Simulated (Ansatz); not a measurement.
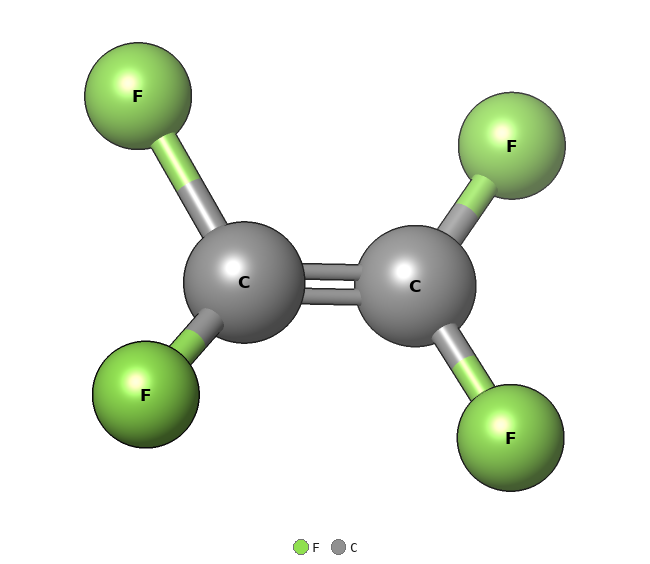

Simulated data, not a measurement (program: Ansatz).

Orthographic view. Distant atoms are faded towards the background colour. Geometry: atoms displaced at random (about 0.12 Å) from a stationary point of PBE0-D4.

Write the InChI string.

Answer. InChI=1S/C2F4/c3-1(4)2(5)6
